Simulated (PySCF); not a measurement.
# A diatomic session: AlO

What are the lowest state that PBE0 finds, the bond length, vibrational wavenumber and bond energy of AlO, and how much do these hang on the method?

Program: PySCF 2.14.0. Level of theory: Al 6-311G(d,p), O 6-311G(d,p), no relativity. These are calculated values, not measurements.

## 1. Input

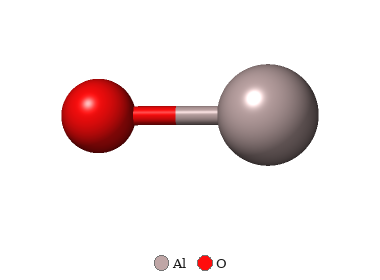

The two atoms at the starting distance (aluminium light grey, oxygen red).

A driver script around PySCF takes these settings:

```yaml
atoms: Al, O
charge: 0
basis: Al 6-311G(d,p), O 6-311G(d,p)
Hamiltonian: no relativity
basis_functions: 44
electrons_treated: 21
masses_in_u: 26.9815, 15.9949
levels: PBE0, PBE, r²SCAN, BLYP, PBEsol, TPSSh, LC-ωPBE, HF, MP2, SCS-MP2, CCSD, CCSD(T)
grid: 80 radial by 434 angular points
occupations: held fixed by the projection of orbital angular momentum
dissociation_limit: Al + O, each in its ground configuration
starting_distance_in_angstrom: 1.795
values_of_2S_to_try: 1, 3
```

After this run come: First curve: PBE0; Higher solutions at PBE0; PBE; r²SCAN (meta-GGA); BLYP; PBEsol; TPSSh (hybrid meta-GGA); LC-ωPBE; UHF (mean field); MP2 and coupled cluster.

**Question.** What will these runs give? Wanted: for each run, Re; ωe; De; μ.

The runs gave:

Lowest PBE0 solution found, without spin–orbit coupling: ²Σ⁺ (doublet), unpaired electrons σ ↑. State 2 has its PBE0 minimum 0.46 eV higher. State 3 has its PBE0 minimum 3.20 eV higher. The other levels ran on the lowest alone.

```csv
level,Re (Å),ωe (cm⁻¹),De (eV),μ (D)
UHF-CCSD,1.645,933,4.24,n/a
PBE,1.648,951,5.48,-3.66
PBEsol,1.640,971,5.79,-3.74
BLYP,1.654,931,5.40,-3.61
r²SCAN,1.633,981,5.22,-3.92
TPSSh,1.637,963,4.91,-3.85
PBE0,1.633,956,4.78,-3.90
LC-ωPBE,1.616,1003,4.82,-4.39
```

De is counted to Al + O in their ground configurations. A positive dipole means Al(−)O(+). No constants: UHF (the points don't follow one smooth fit); UHF-MP2 (the points don't follow one smooth fit); UHF-SCS-MP2 (the points don't follow one smooth fit); UHF-CCSD(T) (the points don't follow one smooth fit).

Bond lengths run from 1.616 Å (LC-ωPBE) to 1.654 Å (BLYP). Of the levels with a De here, UHF-CCSD gives the least (4.24 eV) and PBEsol the most (5.79 eV).

Correlated steps freeze 6 core orbitals. T1 is 0.103 near the minimum (highest on the curve 0.104), which may point to more than one leading configuration.
